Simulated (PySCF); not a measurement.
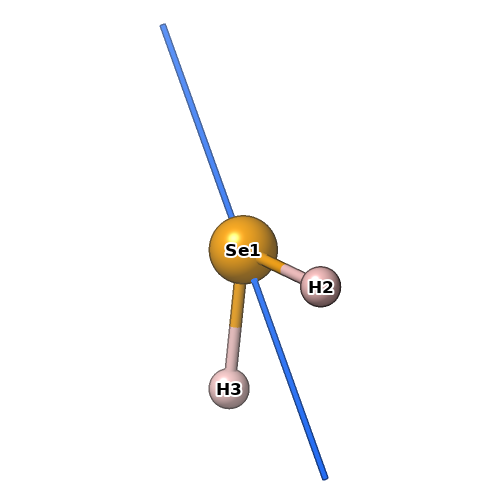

A line through the centre of mass is drawn in. Depth is shown by fading: the farther an atom, the more it takes the colour of the background. Computed geometry: PBE0-D3(BJ)/def2-SVP optimisation. No frequency run is at hand to confirm it as a minimum.

Is the line a proper rotation axis of the structure, and of what order?

Yes, a C2 axis. A turn by 180° leaves Se1 in place and moves H2 ↔ H3. The point group is C2v.
